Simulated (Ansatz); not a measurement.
```xyz
9

Si   -0.9193   -0.6104    0.4876
H     0.4245   -1.2017   -2.1911
S    -0.7806   -2.1821    1.6548
H     0.3079   -1.5750   -1.5250
H    -2.0533   -0.4376   -0.4874
Si    0.5336    1.2057    0.5132
H     0.8217    1.6295   -0.8957
H     1.7969    0.8282    1.2157
H    -0.1313    2.3435    1.2280
```

Method: RKS LDA/def2-mTZVP (Ansatz 0.2.0).

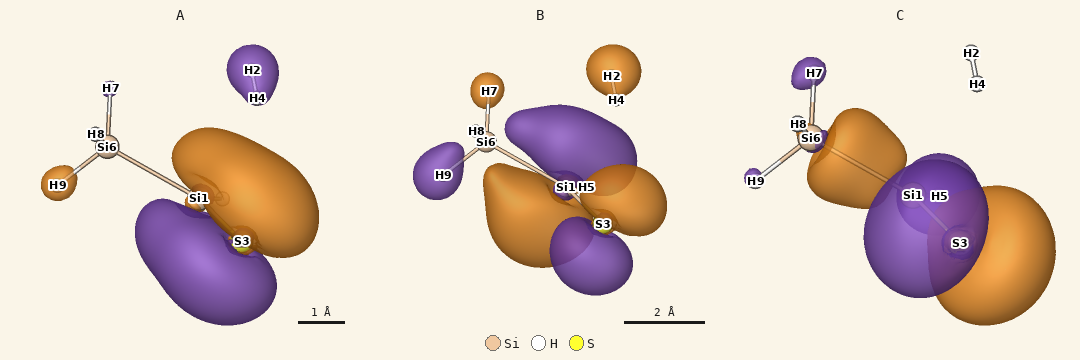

H4SSi2···H2. Three frontier orbitals at ±0.08 Å⁻³ᐟ² (orange and purple are the two phases), in no order.

### Order the three orbitals by energy and name them.

A is the HOMO−1 (−7.05 eV). Its weight (Hirshfeld) is mainly on S3 (about 65 %) and Si1 (about 25 %); π-bonding across S3–Si1. C is the HOMO (−5.89 eV). It lies mainly on S3 (about 75 %), Si1 (about 10 %) and Si6 (about 5 %); largely a lone pair of S3. B is the LUMO (−3.60 eV). It lies mainly on Si1 (about 45 %) and S3 (about 30 %); π-antibonding (π*) across Si1–S3.

### What is the HOMO–LUMO gap?

2.29 eV between the orbital energies.
